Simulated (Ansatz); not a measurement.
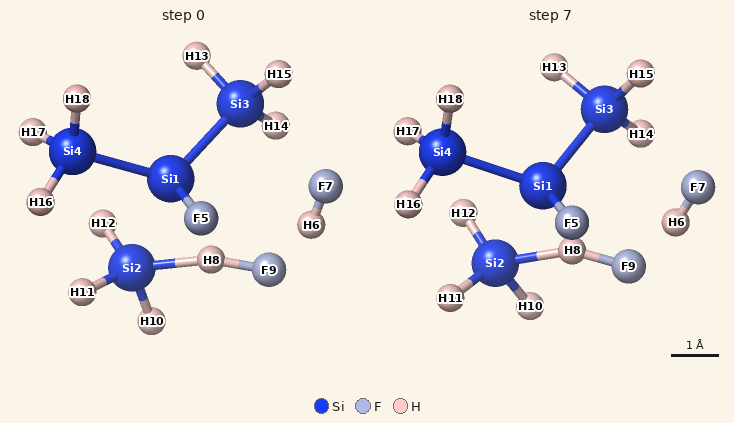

The structure of Si₄H₁₁F₃ before (left) and after (right) a constrained relaxation, at one scale.

A ball-and-stick model, seen at a tilt.

The reaction that was planned forms Si1–F7, H6–F9, Si2–H8 and breaks Si1–Si2, H6–F7, H8–F9 (atoms numbered from 1 in input order).

Computed with Ansatz 0.2.0, RKS PBE0-D4/def2-SVP. (held fixed: the distance between atoms 1 (Si) and 7 (F), the distance between atoms 6 (H) and 9 (F), the distance between atoms 2 (Si) and 8 (H), the distance between atoms 1 (Si) and 2 (Si), the distance between atoms 6 (H) and 7 (F), the distance between atoms 8 (H) and 9 (F), counting from 1; force threshold 0.04 eV/Å; at most 150 steps)

Describe what moved and what it gained.

Answer. The largest move after the best rigid fit is that of H10, 0.42 Å. By element the largest moves are H 0.42 Å, Si 0.24 Å, F 0.23 Å. Among the contacts that change: Si1–H8 2.250 → 1.930 Å, Si3–H15 1.455 → 1.486 Å, Si3–H14 1.459 → 1.484 Å, Si3–H13 1.480 → 1.504 Å. Bond angles that change, for instance: Si3–Si1–Si4 122.1° → 115.0°, H8–Si2–H10 87.6° → 80.7°, Si3–Si1–F5 112.0° → 118.5°. Over 7 geometry steps the energy falls by 40.5 kJ/mol. Largest force component: 0.96 eV/Å at the start, 0.031 eV/Å at the end. The run took about 10 s of wall time on a shared GPU.
